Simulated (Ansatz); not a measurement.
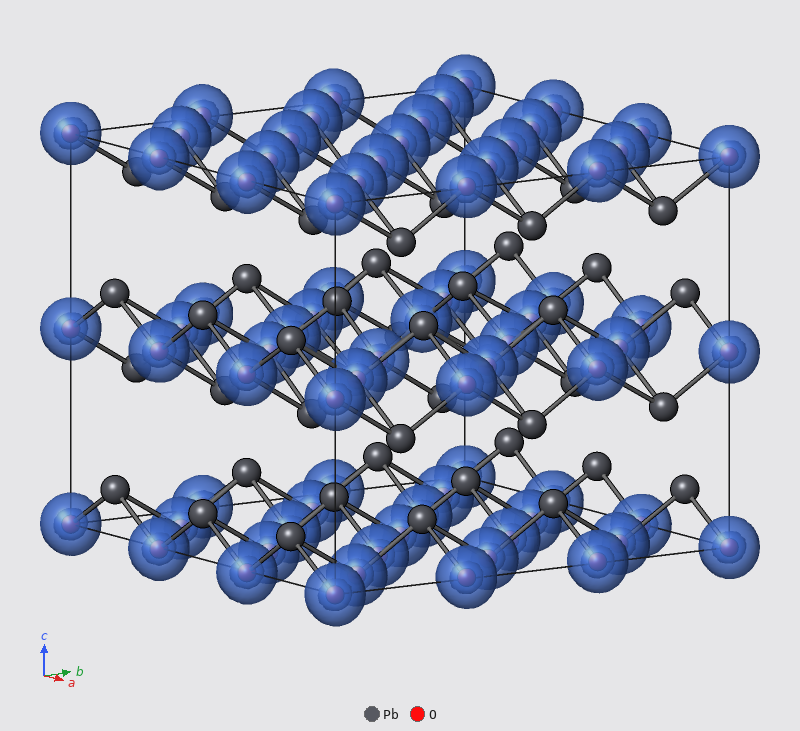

Figure. Pb₃₆O₃₅. Isosurface of the ELF at 0.75 (blue), seen at an oblique angle. Only the valence region is drawn (cores and ρ < 0.01 e/Å³ removed). Sticks mark near contacts.

Space group P-4m2; computed pressure about 3 GPa in this cell.

The calculation used Ansatz, DFT PBE, scalar-relativistic, plane waves, PAW.

### Describe the localisation domains.

The ELF exceeds this value in 35 regions wrapped around O (the valence shell of each), counted in one cell of 71 atoms. Regions shared between cells count once. Profiles from the grid: Pb–O (2.31 Å): the ELF peaks at about 0.85 in the valence shell of O, 0.6 Å from its nucleus, and drops to about 0.20 between the two atoms.
